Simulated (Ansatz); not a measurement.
# Si₂H₈O: geometry relaxation (part 3 of 3)

Si₂H₈O; RKS PBE0-D4/def2-TZVP (Ansatz 0.2.0). The geometry is a transition state displaced along its imaginary mode. The reaction was set up to form Si1–Si7 and O2–H6 and to break Si1–O2 and H6–Si7 (atoms counted from 1 in the order of the input); sticks are drawn by distance alone.

Geometry of the input (Å):
```
Si -0.1455  0.8953  -0.9670
O  0.0127  1.5479  0.6123
H  1.0553  0.2299  -1.5597
H  -1.3925  0.1459  -1.2901
H  -0.2861  2.2018  -1.6199
H  0.1849  0.3082  0.9910
Si 0.0231  -1.4712  0.7343
H  0.5980  2.3125  0.7677
H  1.1128  -2.0255  1.5791
H  0.1142  -2.2397  -0.5686
H  -1.2769  -1.9052  1.3207
```

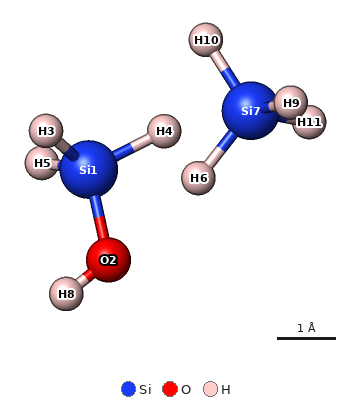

*The geometry at step 35 of the log (ball-and-stick view, seen at a tilt; atoms are numbered from 1 in the order of the input).*

**Summary**

```tsv
quantity	value
outcome	converged
total energy	−17925.4639 eV
mean-field energy	−17925.3253 eV
dispersion energy	−0.1386 eV
SCF solution under orbital rotations	stable
largest force (length of the vector) at the end	0.006 eV/Å
dipole moment	1.43 D
hardware	4 threads of Intel Xeon @ 2.50GHz, 180 GiB of memory available, shared host
wall time	1.8 min (CPU time 5.9 min)
peak memory	0.33 GiB
```
